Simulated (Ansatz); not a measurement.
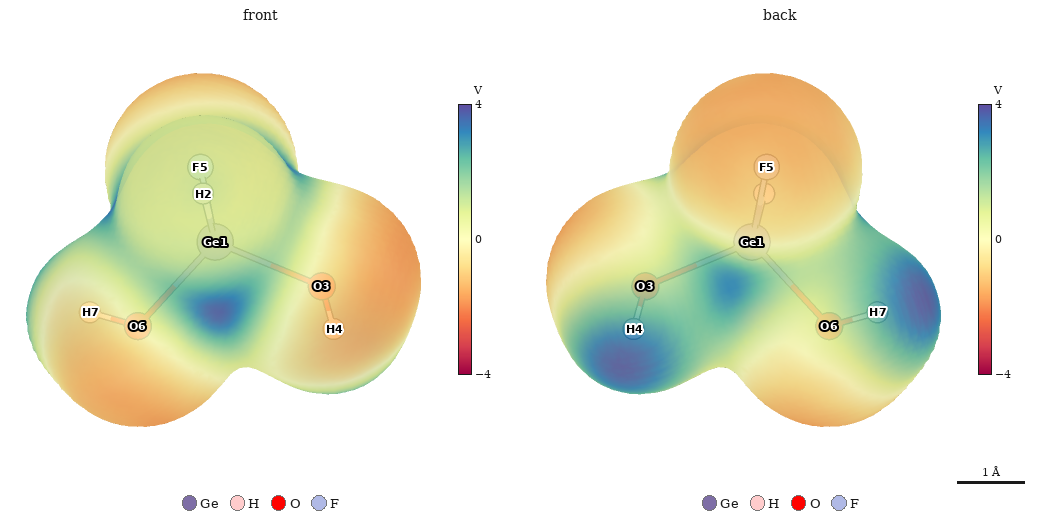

The picture shows: FGeH3O2. The electrostatic potential painted on the density surface at 0.004 e/bohr³, seen from the front and from behind; red is negative and blue positive.

These are results of Ansatz, RHF/def2-SVP, not measurements.

Input

```
crystal:
  periodic: [false, false, false]
  atoms:
    - { symbol: Ge, position_ang: [0.156565, -0.161021, 0.481141] }
    - { symbol: H, position_ang: [0.30386, 0.314409, 1.911065] }
    - { symbol: O, position_ang: [1.889836, -0.255549, 0.394127] }
    - { symbol: H, position_ang: [2.340519, -0.578387, -0.371981] }
    - { symbol: F, position_ang: [-0.488828, 0.988685, -0.616292] }
    - { symbol: O, position_ang: [-0.643276, -1.643173, 0.077585] }
    - { symbol: H, position_ang: [-1.427476, -1.600464, -0.446644] }
basis:
  gaussian: { orbitals: def2-SVP }
hamiltonian:
  xc: hf
relax:
  f_tol: 0.03
  max_steps: 50
output:
  orbitals: {}
```

Launched as:

```sh
ansatz run input.yaml --threads 1 --pin off --max-ram 2048MiB --backend cpu --events-out ev --progress --plain --runs-dir out
```

The fields are those of the relaxed geometry.

Q: Describe the electrostatic potential map.

A: The most negative region (about −1.8 V, or −42 kcal/mol for a unit charge) lies over O3, the most positive (about +3.8 V, or +88 kcal/mol for a unit charge) over Ge1, H4 and H7. O3 is the likeliest acceptor of a hydrogen bond.
